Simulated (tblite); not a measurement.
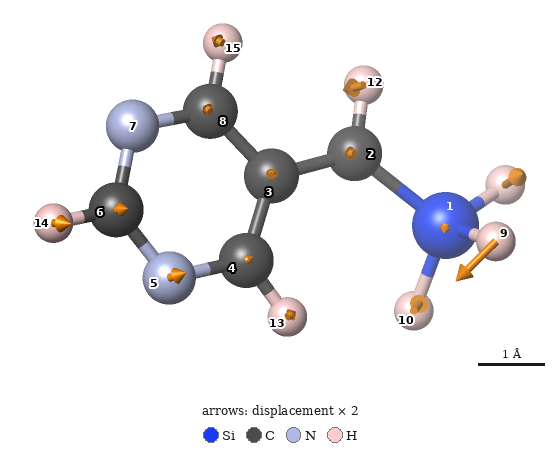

This is a relaxation of C₅H₇N₂Si (multiplicity 2). The starting structure is drawn; orange arrows show the displacements, magnified 2 times. The two geometries are superimposed by the best rigid fit.

Style: ball-and-stick. Shown at a tilt.

Theory: GFN2-xTB geometry optimisation, gas phase (tblite). 

Atoms of which element are displaced furthest, and by how much?

Hydrogen: up to 0.44 Å, against 0.16 Å for nitrogen.

Describe the change and its energy.

The atom that moves furthest after the best rigid fit is an H atom (0.44 Å). Largest moves by element: H 0.44 Å, N 0.16 Å, C 0.11 Å, Si 0.07 Å. Among the contacts that change: C–C 1.469 → 1.389 Å, C–Si 1.792 → 1.868 Å, C–C 1.383 → 1.425 Å, C–N 1.347 → 1.310 Å. Among the angles between lasting bonds that change: Si–C–H 115.2° → 118.6°, C–Si–H 110.2° → 107.1°, C–C–C 120.8° → 123.0°. Groups turn about C–Si by about 20°. The energy falls by 6.89 kcal/mol in 87 geometry steps.
